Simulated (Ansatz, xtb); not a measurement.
## Loss of CH3F: C3H6F2 → C2H3F + CH3F

Species: C3H6F2 `CC(F)CF`, singlet; C2H3F `C=CF`, singlet; CH3F (fluoromethane) `CF`, singlet. 

Shapes, held fixed at every level: PBE0-D4/def2-TZVP. Flexible molecules stand in one conformer, not always the lowest. Programs: Ansatz 0.2.0, xtb 6.7.1. The zero-point and thermal change to 298 K, harmonic and unscaled (PBE0-D4/def2-TZVP), is -10.6 kJ/mol.

```
                level                    kind  ΔH(298 K) (kJ/mol)  less CCSD(T)/CBS estimate  CPU time (sum over the molecules)
             GFN1-xTB          semi-empirical              +123.5                      +10.1                             0.13 s
     SPW92/def2-TZVPP                     LDA              +150.0                      +36.6                              5.2 s
   PBE0-D4/def2-TZVPP           global hybrid              +124.7                      +11.3                               10 s
r2SCAN0-D4/def2-TZVPP           global hybrid              +127.4                      +14.0                               18 s
   wB97X-V/def2-TZVPP  range-separated hybrid              +125.4                      +12.0                               29 s
   CCSD(T)/def2-TZVPP   coupled cluster or CI              +111.9                       -1.5                            7.4 min
      CCSD/def2-TZVPP   coupled cluster or CI              +112.4                       -1.0                                  –
 CCSD(T)/CBS estimate   coupled cluster or CI              +113.4                        0.0                            9.1 min
```

The highest level, CCSD(T)/CBS estimate, gives ΔH(298 K) = +113.4 kJ/mol; the levels span +111.9 to +150.0. The column of differences is taken from that level and isn't an error. No measured value is set beside it here. The CBS estimate extrapolates MP2 from def2-TZVPP and def2-QZVPP and adds CCSD(T) − MP2 in the triple-zeta set, cores frozen. Times are processor times on shared x86 and Arm servers, and rough.

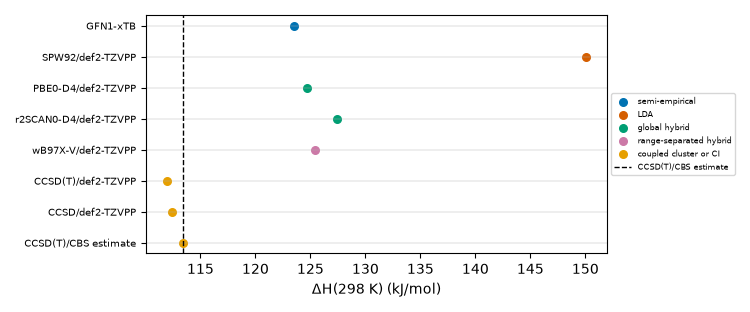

The values of the table, level by level.
